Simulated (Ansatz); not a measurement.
## SiH3Cl2O: molecular dynamics (part 3 of 3)

Continued. System: SiH3Cl2O, multiplicity 2. Method: UKS BHLYP-D4/def2-SVP (Ansatz 0.2.0). It belongs to a series of runs on one base structure; here: dynamics from the highest image of the converged band.

Geometry of the input (Å):
```
Si -0.0224  0.0697  0.1449
H  0.0219  0.3654  1.6754
Cl 1.9080  0.0356  -0.5285
Cl -1.0936  1.5337  -0.8182
H  -0.6587  -1.2276  -0.1222
O  0.2836  -0.3983  2.8252
H  -0.6354  -0.6328  3.0056
```

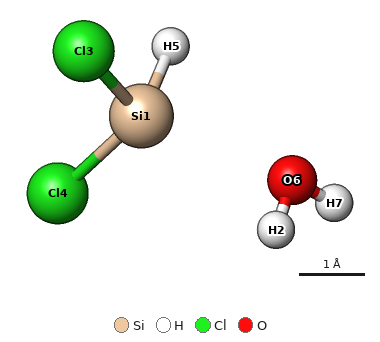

Fig. 1: The geometry at step 86 of the log (ball-and-stick view, seen at a tilt; atoms are numbered from 1 in the order of the input).

Trajectory as extended XYZ, continued:
```
7
Properties=species:S:1:pos:R:3:forces:R:3 step=49 time_fs=24.5 energy=-35006.81178 temperature=1398.2
Si   -0.0148    0.0508    0.0809   -0.3017  -0.3380   0.1286
H     0.1624    0.4370    2.4019    0.3507   3.0764  -1.3814
Cl    1.9438    0.0195   -0.5228    0.1022  -0.0124  -0.2238
Cl   -1.1259    1.5452   -0.7879   -0.0973   0.2259  -0.3937
H    -0.6776   -1.2496   -0.2286    0.2164   0.1938  -0.0477
O     0.2550   -0.3691    2.8111    0.0757  -2.5213   1.4903
H    -0.6368   -0.4579    3.1298   -0.3459  -0.6244   0.4278
7
Properties=species:S:1:pos:R:3:forces:R:3 step=51 time_fs=25.5 energy=-35006.76258 temperature=1346.0
Si   -0.0137    0.0495    0.0786   -0.3714  -0.3818   0.2077
H     0.1547    0.5658    2.3883    0.7624  -2.7837   1.3520
Cl    1.9452    0.0189   -0.5230    0.1008  -0.0142  -0.2275
Cl   -1.1278    1.5463   -0.7879   -0.0759   0.2125  -0.3848
H    -0.6846   -1.2508   -0.2406    0.2772   0.2785  -0.0051
O     0.2551   -0.3764    2.8167   -0.3313   3.1789  -1.2749
H    -0.6379   -0.4550    3.1376   -0.3618  -0.4901   0.3326
7
Properties=species:S:1:pos:R:3:forces:R:3 step=53 time_fs=26.5 energy=-35006.32323 temperature=680.6
Si   -0.0127    0.0481    0.0763   -0.4080  -0.3512   0.3093
H     0.1540    0.6703    2.3864    0.7393  -4.7643   1.9458
Cl    1.9467    0.0183   -0.5233    0.0933  -0.0147  -0.2276
Cl   -1.1298    1.5476   -0.7880   -0.0483   0.1901  -0.3678
H    -0.6890   -1.2494   -0.2527    0.3076   0.3086   0.0265
O     0.2549   -0.3818    2.8216   -0.5769   4.9574  -1.8422
H    -0.6423   -0.4569    3.1485   -0.1070  -0.3260   0.1560
7
Properties=species:S:1:pos:R:3:forces:R:3 step=55 time_fs=27.5 energy=-35006.04001 temperature=245.6
Si   -0.0118    0.0466    0.0742   -0.4201  -0.2745   0.3692
H     0.1604    0.7300    2.4029    0.6298  -5.3089   1.9364
Cl    1.9482    0.0177   -0.5236    0.0903  -0.0135  -0.2291
Cl   -1.1317    1.5488   -0.7881   -0.0192   0.1661  -0.3470
H    -0.6904   -1.2452   -0.2646    0.3034   0.2752   0.0355
O     0.2544   -0.3844    2.8254   -0.8396   5.3554  -1.7366
H    -0.6477   -0.4618    3.1610    0.2554  -0.1999  -0.0284
7
Properties=species:S:1:pos:R:3:forces:R:3 step=57 time_fs=28.5 energy=-35006.06512 temperature=284.8
Si   -0.0111    0.0450    0.0722   -0.4151  -0.1775   0.3621
H     0.1728    0.7391    2.4378    0.5348  -5.4140   1.8470
Cl    1.9498    0.0171   -0.5240    0.0986  -0.0105  -0.2350
Cl   -1.1337    1.5502   -0.7884    0.0074   0.1469  -0.3267
H    -0.6890   -1.2383   -0.2761    0.2655   0.1805   0.0164
O     0.2534   -0.3837    2.8281   -1.0251   5.3990  -1.5047
H    -0.6507   -0.4687    3.1732    0.5340  -0.1244  -0.1590
7
Properties=species:S:1:pos:R:3:forces:R:3 step=59 time_fs=29.5 energy=-35006.40905 temperature=813.0
Si   -0.0106    0.0433    0.0703   -0.3946  -0.0571   0.3151
H     0.1903    0.6967    2.4904    0.4462  -4.9577   1.6192
Cl    1.9513    0.0165   -0.5244    0.1131  -0.0054  -0.2424
Cl   -1.1356    1.5515   -0.7888    0.0328   0.1294  -0.3059
H    -0.6851   -1.2297   -0.2875    0.2008   0.0396  -0.0240
O     0.2518   -0.3798    2.8300   -1.0089   4.9599  -1.1659
H    -0.6488   -0.4769    3.1839    0.6105  -0.1088  -0.1961
7
Properties=species:S:1:pos:R:3:forces:R:3 step=62 time_fs=31.0 energy=-35006.98197 temperature=1664.7
Si   -0.0099    0.0408    0.0676   -0.3356   0.1856   0.2706
H     0.2243    0.5524    2.5956    0.2775   0.3958   0.0052
Cl    1.9537    0.0156   -0.5252    0.1237   0.0052  -0.2442
Cl   -1.1386    1.5536   -0.7895    0.0774   0.0911  -0.2666
H    -0.6758   -1.2166   -0.3051    0.0813  -0.2010  -0.0923
O     0.2482   -0.3688    2.8316   -0.5412  -0.2550   0.3938
H    -0.6355   -0.4913    3.1968    0.3169  -0.2218  -0.0664
7
Properties=species:S:1:pos:R:3:forces:R:3 step=64 time_fs=32.0 energy=-35006.42724 temperature=834.9
Si   -0.0097    0.0391    0.0660   -0.2899   0.3495   0.2820
H     0.2506    0.4554    2.6679    0.4203  10.5133  -2.0636
Cl    1.9554    0.0149   -0.5259    0.1205   0.0138  -0.2391
Cl   -1.1405    1.5551   -0.7900    0.1085   0.0599  -0.2392
H    -0.6685   -1.2099   -0.3179    0.0098  -0.3348  -0.1264
O     0.2454   -0.3613    2.8329   -0.3111 -10.2916   2.3017
H    -0.6224   -0.5033    3.2043   -0.0581  -0.3101   0.0846
7
Properties=species:S:1:pos:R:3:forces:R:3 step=66 time_fs=33.0 energy=-35006.31571 temperature=677.6
Si   -0.0095    0.0376    0.0644   -0.2614   0.4477   0.3043
H     0.2812    0.4537    2.7222    0.7758  12.0050  -1.5910
Cl    1.9571    0.0143   -0.5265    0.1188   0.0235  -0.2347
Cl   -1.1424    1.5565   -0.7906    0.1319   0.0352  -0.2206
H    -0.6611   -1.2065   -0.3319   -0.0366  -0.4113  -0.1440
O     0.2424   -0.3597    2.8354   -0.2321 -11.8433   1.6428
H    -0.6099   -0.5183    3.2127   -0.4964  -0.2568   0.2432
7
Properties=species:S:1:pos:R:3:forces:R:3 step=68 time_fs=34.0 energy=-35006.99244 temperature=1676.7
Si   -0.0095    0.0363    0.0630   -0.2622   0.4530   0.3247
H     0.3184    0.5587    2.7619    0.0467   1.5540   0.0464
Cl    1.9588    0.0137   -0.5273    0.1187   0.0353  -0.2314
Cl   -1.1442    1.5580   -0.7913    0.1493   0.0168  -0.2082
H    -0.6540   -1.2069   -0.3473   -0.0487  -0.4118  -0.1399
O     0.2394   -0.3647    2.8389    0.8051  -1.6074  -0.1608
H    -0.6021   -0.5355    3.2234   -0.8088  -0.0400   0.3693
7
Properties=species:S:1:pos:R:3:forces:R:3 step=70 time_fs=35.0 energy=-35006.76935 temperature=1360.3
Si   -0.0095    0.0351    0.0616   -0.2890   0.3824   0.3282
H     0.3560    0.6823    2.8012   -0.7583  -4.1297   0.4034
Cl    1.9605    0.0132   -0.5281    0.1122   0.0499  -0.2246
Cl   -1.1460    1.5595   -0.7920    0.1677  -0.0033  -0.1936
H    -0.6473   -1.2112   -0.3639   -0.0278  -0.3382  -0.1111
O     0.2367   -0.3710    2.8423    1.4820   3.7961  -0.5370
H    -0.6017   -0.5532    3.2376   -0.6867   0.2429   0.3348
7
Properties=species:S:1:pos:R:3:forces:R:3 step=72 time_fs=36.0 energy=-35006.29679 temperature=641.5
Si   -0.0096    0.0340    0.0604   -0.3353   0.2592   0.2954
H     0.3867    0.7688    2.8442   -1.1478  -5.8002   0.2722
Cl    1.9623    0.0126   -0.5289    0.0980   0.0665  -0.2129
Cl   -1.1478    1.5609   -0.7928    0.1891  -0.0279  -0.1742
H    -0.6409   -1.2187   -0.3816    0.0166  -0.2088  -0.0612
O     0.2350   -0.3751    2.8454    1.3258   5.2072  -0.2298
H    -0.6077   -0.5685    3.2548   -0.1465   0.5039   0.1104
7
Properties=species:S:1:pos:R:3:forces:R:3 step=74 time_fs=37.0 energy=-35006.07794 temperature=305.2
Si   -0.0098    0.0330    0.0593   -0.3903   0.1090   0.2234
H     0.4065    0.8005    2.8896   -1.2954  -6.1218   0.0563
Cl    1.9641    0.0120   -0.5299    0.0789   0.0843  -0.1971
Cl   -1.1495    1.5624   -0.7937    0.2118  -0.0545  -0.1526
H    -0.6343   -1.2282   -0.4000    0.0706  -0.0522   0.0017
O     0.2340   -0.3761    2.8485    0.8361   5.3450   0.2466
H    -0.6150   -0.5790    3.2730    0.4882   0.6901  -0.1783
7
Properties=species:S:1:pos:R:3:forces:R:3 step=76 time_fs=38.0 energy=-35006.22842 temperature=536.9
Si   -0.0102    0.0321    0.0583   -0.4404  -0.0384   0.1222
H     0.4140    0.7739    2.9356   -1.2973  -5.8845  -0.1677
Cl    1.9659    0.0115   -0.5308    0.0565   0.1026  -0.1783
Cl   -1.1512    1.5638   -0.7945    0.2341  -0.0817  -0.1309
H    -0.6271   -1.2382   -0.4182    0.1197   0.1020   0.0674
O     0.2335   -0.3739    2.8516    0.4184   5.0526   0.6730
H    -0.6178   -0.5831    3.2896    0.9088   0.7474  -0.3858
7
Properties=species:S:1:pos:R:3:forces:R:3 step=78 time_fs=39.0 energy=-35006.68637 temperature=1235.8
Si   -0.0107    0.0311    0.0573   -0.4713  -0.1539   0.0069
H     0.4092    0.6915    2.9801   -1.0444  -4.5699  -0.3168
Cl    1.9678    0.0110   -0.5319    0.0298   0.1206  -0.1560
Cl   -1.1528    1.5653   -0.7955    0.2564  -0.1101  -0.1086
H    -0.6187   -1.2472   -0.4359    0.1526   0.2292   0.1275
O     0.2333   -0.3687    2.8552    0.1185   3.8625   0.8780
H    -0.6121   -0.5800    3.3026    0.9586   0.6216  -0.4311
7
Properties=species:S:1:pos:R:3:forces:R:3 step=80 time_fs=40.0 energy=-35007.04135 temperature=1757.5
Si   -0.0114    0.0301    0.0562   -0.4736  -0.2179  -0.1077
H     0.3948    0.5672    3.0218   -0.0890  -0.0249   0.0917
Cl    1.9696    0.0105   -0.5329   -0.0026   0.1381  -0.1302
Cl   -1.1543    1.5667   -0.7964    0.2794  -0.1411  -0.0844
H    -0.6089   -1.2540   -0.4523    0.1620   0.3126   0.1740
O     0.2332   -0.3612    2.8592   -0.4507  -0.3285   0.3437
H    -0.5975   -0.5712    3.3116    0.5745   0.2616  -0.2871
7
Properties=species:S:1:pos:R:3:forces:R:3 step=82 time_fs=41.0 energy=-35006.52990 temperature=990.3
Si   -0.0122    0.0290    0.0552   -0.4453  -0.2269  -0.2017
H     0.3804    0.4464    3.0655    2.0295   9.5822   2.2679
Cl    1.9715    0.0101   -0.5340   -0.0378   0.1551  -0.1033
Cl   -1.1557    1.5680   -0.7974    0.3014  -0.1721  -0.0606
H    -0.5976   -1.2579   -0.4671    0.1454   0.3435   0.1995
O     0.2327   -0.3542    2.8634   -1.7725  -9.3863  -2.1296
H    -0.5776   -0.5600    3.3179   -0.2208  -0.2956   0.0278
7
Properties=species:S:1:pos:R:3:forces:R:3 step=84 time_fs=42.0 energy=-35006.33328 temperature=708.0
Si   -0.0132    0.0279    0.0541   -0.3904  -0.1924  -0.2449
H     0.3846    0.4124    3.1307    2.7839  11.2248   3.5037
Cl    1.9733    0.0097   -0.5352   -0.0691   0.1718  -0.0799
Cl   -1.1571    1.5693   -0.7984    0.3186  -0.1976  -0.0424
H    -0.5848   -1.2586   -0.4800    0.1042   0.3210   0.1993
O     0.2312   -0.3526    2.8663   -1.6166 -10.5461  -3.7402
H    -0.5599   -0.5516    3.3245   -1.1306  -0.7815   0.4044
7
Properties=species:S:1:pos:R:3:forces:R:3 step=86 time_fs=43.0 energy=-35006.97088 temperature=1645.2
Si   -0.0144    0.0266    0.0529   -0.3112  -0.1191  -0.2319
H     0.4136    0.4782    3.2261    0.8871   1.7936   0.3909
Cl    1.9751    0.0093   -0.5363   -0.0972   0.1884  -0.0602
Cl   -1.1584    1.5706   -0.7993    0.3314  -0.2183  -0.0287
H    -0.5711   -1.2562   -0.4910    0.0417   0.2496   0.1745
O     0.2289   -0.3568    2.8672    0.6153  -1.0262  -0.8066
H    -0.5527   -0.5504    3.3349   -1.4669  -0.8679   0.5621
7
Properties=species:S:1:pos:R:3:forces:R:3 step=88 time_fs=44.0 energy=-35006.78909 temperature=1389.6
Si   -0.0156    0.0254    0.0516   -0.2113  -0.0066  -0.1941
H     0.4516    0.5645    3.3261   -0.4882  -3.3602  -1.9431
Cl    1.9769    0.0090   -0.5375   -0.1289   0.2046  -0.0398
Cl   -1.1596    1.5718   -0.8003    0.3442  -0.2399  -0.0134
H    -0.5570   -1.2514   -0.5003   -0.0370   0.1374   0.1303
O     0.2268   -0.3619    2.8676    1.4043   3.8498   1.7913
H    -0.5590   -0.5572    3.3504   -0.8831  -0.5852   0.2688
7
Properties=species:S:1:pos:R:3:forces:R:3 step=90 time_fs=45.0 energy=-35006.32177 temperature=679.1
Si   -0.0169    0.0241    0.0503   -0.1008   0.1322  -0.1538
H     0.4854    0.6209    3.4084   -1.0616  -4.8270  -2.8420
Cl    1.9786    0.0088   -0.5387   -0.1647   0.2199  -0.0174
Cl   -1.1607    1.5729   -0.8014    0.3582  -0.2634   0.0050
H    -0.5432   -1.2454   -0.5084   -0.1228   0.0005   0.0749
O     0.2256   -0.3648    2.8689    0.9682   4.9457   3.2213
H    -0.5735   -0.5697    3.3683    0.1233  -0.2080  -0.2880
7
Properties=species:S:1:pos:R:3:forces:R:3 step=92 time_fs=46.0 energy=-35006.06697 temperature=288.1
Si   -0.0183    0.0229    0.0489    0.0071   0.2749  -0.1217
H     0.5093    0.6318    3.4638   -1.2846  -5.0492  -3.1606
Cl    1.9804    0.0086   -0.5399   -0.2017   0.2334   0.0056
Cl   -1.1617    1.5740   -0.8024    0.3718  -0.2861   0.0232
H    -0.5307   -1.2393   -0.5157   -0.2045  -0.1381   0.0184
O     0.2249   -0.3647    2.8722    0.3795   4.8842   3.9944
H    -0.5869   -0.5841    3.3835    0.9323   0.0809  -0.7595
7
Properties=species:S:1:pos:R:3:forces:R:3 step=94 time_fs=47.0 energy=-35006.17249 temperature=450.8
Si   -0.0196    0.0217    0.0475    0.0989   0.3950  -0.1087
H     0.5209    0.5946    3.4891   -1.3343  -4.7831  -3.2224
Cl    1.9820    0.0085   -0.5411   -0.2373   0.2447   0.0275
Cl   -1.1626    1.5749   -0.8034    0.3833  -0.3056   0.0383
H    -0.5200   -1.2345   -0.5229   -0.2703  -0.2518  -0.0275
O     0.2245   -0.3617    2.8779    0.0988   4.4895   4.2541
H    -0.5917   -0.5979    3.3916    1.2608   0.2113  -0.9613
7
Properties=species:S:1:pos:R:3:forces:R:3 step=96 time_fs=48.0 energy=-35006.60420 temperature=1110.3
Si   -0.0209    0.0208    0.0460    0.1646   0.4674  -0.1260
H     0.5199    0.5120    3.4838   -1.0833  -3.7323  -2.7857
Cl    1.9836    0.0084   -0.5422   -0.2718   0.2534   0.0482
Cl   -1.1634    1.5758   -0.8043    0.3929  -0.3216   0.0500
H    -0.5120   -1.2322   -0.5304   -0.3104  -0.3155  -0.0514
O     0.2241   -0.3561    2.8862    0.0600   3.5029   3.7255
H    -0.5847   -0.6098    3.3906    1.0480   0.1459  -0.8606
7
Properties=species:S:1:pos:R:3:forces:R:3 step=98 time_fs=49.0 energy=-35006.99831 temperature=1694.0
Si   -0.0222    0.0199    0.0445    0.2000   0.4757  -0.1808
H     0.5091    0.3950    3.4528    0.1238  -0.4272  -0.6522
Cl    1.9851    0.0084   -0.5434   -0.3074   0.2598   0.0684
Cl   -1.1640    1.5766   -0.8053    0.4024  -0.3359   0.0609
H    -0.5069   -1.2328   -0.5383   -0.3200  -0.3143  -0.0462
O     0.2238   -0.3484    2.8966   -0.4239   0.4816   1.2486
H    -0.5680   -0.6205    3.3816    0.3251  -0.1398  -0.4988
7
Properties=species:S:1:pos:R:3:forces:R:3 step=100 time_fs=50.0 energy=-35006.57056 temperature=1043.4
Si   -0.0233    0.0192    0.0429    0.2067   0.4179  -0.2641
H     0.5009    0.2765    3.4179    3.4107   6.7118   5.0784
Cl    1.9865    0.0085   -0.5445   -0.3447   0.2643   0.0875
Cl   -1.1646    1.5774   -0.8063    0.4126  -0.3490   0.0723
H    -0.5048   -1.2363   -0.5466   -0.3002  -0.2484  -0.0132
O     0.2231   -0.3405    2.9076   -2.7034  -6.2451  -4.9738
H    -0.5484   -0.6325    3.3679   -0.6817  -0.5515   0.0128
7
Properties=species:S:1:pos:R:3:forces:R:3 step=103 time_fs=51.5 energy=-35006.60498 temperature=1093.3
Si   -0.0250    0.0185    0.0404    0.1770   0.2340  -0.3638
H     0.5552    0.2241    3.4649    3.5560   5.6237   5.2071
Cl    1.9885    0.0088   -0.5462   -0.3938   0.2678   0.1050
Cl   -1.1653    1.5783   -0.8077    0.4237  -0.3598   0.0824
H    -0.5070   -1.2458   -0.5592   -0.2301  -0.0638   0.0692
O     0.2189   -0.3361    2.9179   -1.9964  -4.9225  -5.7680
H    -0.5334   -0.6612    3.3491   -1.5365  -0.7793   0.6682
7
Properties=species:S:1:pos:R:3:forces:R:3 step=105 time_fs=52.5 energy=-35006.99163 temperature=1685.4
Si   -0.0260    0.0181    0.0385    0.1466   0.0849  -0.3967
H     0.6363    0.2645    3.5633   -0.5486  -0.7009  -0.7004
Cl    1.9897    0.0091   -0.5473   -0.4225   0.2677   0.1095
Cl   -1.1656    1.5787   -0.8086    0.4280  -0.3614   0.0850
H    -0.5113   -1.2531   -0.5669   -0.1707   0.0788   0.1300
O     0.2143   -0.3374    2.9202    1.5837   1.0402   0.0791
H    -0.5404   -0.6892    3.3435   -1.0164  -0.4095   0.6935
7
Properties=species:S:1:pos:R:3:forces:R:3 step=107 time_fs=53.5 energy=-35006.59545 temperature=1096.7
Si   -0.0270    0.0177    0.0366    0.1201  -0.0495  -0.4219
H     0.7137    0.3008    3.6572   -2.5342  -2.9978  -3.1583
Cl    1.9908    0.0094   -0.5483   -0.4539   0.2657   0.1134
Cl   -1.1657    1.5791   -0.8095    0.4327  -0.3629   0.0895
H    -0.5172   -1.2596   -0.5733   -0.1130   0.2066   0.1842
O     0.2106   -0.3382    2.9223    2.4828   2.7407   2.8260
H    -0.5569   -0.7210    3.3444    0.0655   0.1971   0.3671
7
Properties=species:S:1:pos:R:3:forces:R:3 step=109 time_fs=54.5 energy=-35006.16788 temperature=443.4
Si   -0.0279    0.0174    0.0344    0.1029  -0.1463  -0.4407
H     0.7675    0.3095    3.7220   -3.2043  -3.4723  -3.8469
Cl    1.9917    0.0098   -0.5494   -0.4859   0.2613   0.1171
Cl   -1.1658    1.5794   -0.8103    0.4371  -0.3637   0.0945
H    -0.5242   -1.2642   -0.5780   -0.0643   0.2997   0.2234
O     0.2083   -0.3374    2.9262    2.1682   2.6795   3.8626
H    -0.5727   -0.7510    3.3487    1.0464   0.7419  -0.0099
7
Properties=species:S:1:pos:R:3:forces:R:3 step=111 time_fs=55.5 energy=-35006.06282 temperature=282.5
Si   -0.0288    0.0169    0.0322    0.0973  -0.1914  -0.4492
H     0.7910    0.2852    3.7503   -3.3736  -3.3832  -3.9659
Cl    1.9925    0.0103   -0.5503   -0.5145   0.2538   0.1186
Cl   -1.1657    1.5796   -0.8112    0.4386  -0.3612   0.0958
H    -0.5318   -1.2660   -0.5805   -0.0294   0.3456   0.2408
O     0.2073   -0.3351    2.9323    1.8161   2.2930   4.1849
H    -0.5789   -0.7741    3.3530    1.5656   1.0435  -0.2250
7
Properties=species:S:1:pos:R:3:forces:R:3 step=113 time_fs=56.5 energy=-35006.35002 temperature=723.1
Si   -0.0296    0.0164    0.0297    0.1048  -0.1789  -0.4451
H     0.7823    0.2287    3.7408   -3.1639  -2.9335  -3.6781
Cl    1.9932    0.0109   -0.5513   -0.5378   0.2432   0.1174
Cl   -1.1656    1.5797   -0.8120    0.4364  -0.3545   0.0919
H    -0.5398   -1.2645   -0.5808   -0.0110   0.3386   0.2331
O     0.2074   -0.3313    2.9410    1.6387   1.8587   3.9101
H    -0.5704   -0.7873    3.3554    1.5328   1.0263  -0.2292
7
Properties=species:S:1:pos:R:3:forces:R:3 step=115 time_fs=57.5 energy=-35006.85580 temperature=1488.3
Si   -0.0305    0.0159    0.0271    0.1274  -0.1116  -0.4288
H     0.7439    0.1446    3.6967   -1.9662  -1.6523  -2.1884
Cl    1.9937    0.0115   -0.5522   -0.5581   0.2303   0.1149
Cl   -1.1652    1.5796   -0.8127    0.4324  -0.3455   0.0860
H    -0.5478   -1.2598   -0.5788   -0.0103   0.2801   0.2012
O     0.2085   -0.3265    2.9519    1.0484   0.9594   2.2619
H    -0.5475   -0.7909    3.3556    0.9264   0.6397  -0.0468
7
Properties=species:S:1:pos:R:3:forces:R:3 step=117 time_fs=58.5 energy=-35006.92243 temperature=1566.9
Si   -0.0312    0.0153    0.0244    0.1651   0.0010  -0.4002
H     0.6883    0.0459    3.6338    1.8949   1.4613   2.7695
Cl    1.9941    0.0122   -0.5531   -0.5786   0.2158   0.1129
Cl   -1.1648    1.5795   -0.8135    0.4289  -0.3371   0.0819
H    -0.5559   -1.2524   -0.5750   -0.0263   0.1774   0.1489
O     0.2102   -0.3211    2.9641   -1.6746  -1.4017  -2.9690
H    -0.5162   -0.7887    3.3555   -0.2095  -0.1167   0.2560
7
Properties=species:S:1:pos:R:3:forces:R:3 step=119 time_fs=59.5 energy=-35006.20797 temperature=527.8
Si   -0.0320    0.0147    0.0215    0.2138   0.1408  -0.3466
H     0.6525   -0.0384    3.5996    7.3706   4.6477   9.9275
Cl    1.9943    0.0129   -0.5540   -0.5977   0.2005   0.1092
Cl   -1.1643    1.5793   -0.8142    0.4257  -0.3281   0.0788
H    -0.5644   -1.2433   -0.5697   -0.0544   0.0447   0.0816
O     0.2107   -0.3166    2.9743   -5.8823  -3.7259 -10.4124
H    -0.4869   -0.7876    3.3578   -1.4756  -0.9798   0.5619
7
Properties=species:S:1:pos:R:3:forces:R:3 step=121 time_fs=60.5 energy=-35006.60722 temperature=1096.8
Si   -0.0326    0.0142    0.0186    0.2661   0.2830  -0.2526
H     0.6813   -0.0824    3.6523    4.8311   2.4419   6.1017
Cl    1.9943    0.0137   -0.5548   -0.6106   0.1849   0.0998
Cl   -1.1636    1.5791   -0.8149    0.4200  -0.3147   0.0722
H    -0.5733   -1.2338   -0.5636   -0.0867  -0.0973   0.0076
O     0.2081   -0.3141    2.9788   -2.8452  -1.1623  -6.6873
H    -0.4713   -0.7956    3.3654   -1.9747  -1.3354   0.6585
```

Summary:

| quantity | value |
| --- | --- |
| outcome | finished |
| mean temperature over the second half | 1012 K |
| trajectory | 121 steps, 60.5 fs |
| ensemble | nve |
| temperature in the input | 100.0 K |
| time step | 0.5 fs |
| potential energy (last step) | −35006.6074 eV |
| mean-field energy (last step) | −35006.3915 eV |
| ⟨S²⟩ (last step) | 0.753 |
| largest force (length of the vector) (last step) | 8.157 eV/Å |
| wall time | 5.1 min (CPU time 9.8 min) |
| peak memory | 0.24 GiB |

Notes:

So short a trajectory is not equilibrated.
